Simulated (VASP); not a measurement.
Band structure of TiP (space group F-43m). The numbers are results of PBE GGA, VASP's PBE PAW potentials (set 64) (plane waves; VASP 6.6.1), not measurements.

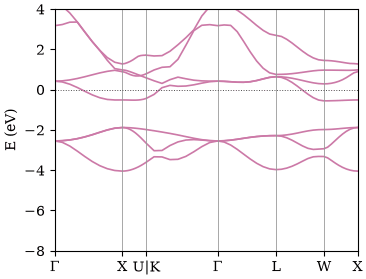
*Bands along high-symmetry lines, zero at the valence-band maximum or, without a gap, the Fermi level*

Question: Read the plot: is there a gap, and where are the band edges?

Answer: It has no gap at this level: it comes out as a metal or semimetal.

The structure was generated: TiP was put into an ordered model structure, which need not be its known phase. The cell was not relaxed at this level. The k-mesh is coarse (spacing up to 0.38 per Å, 2π included), so the numbers may not be converged in it. The electron count is odd and the run is not spin-polarised, which forces a metal.
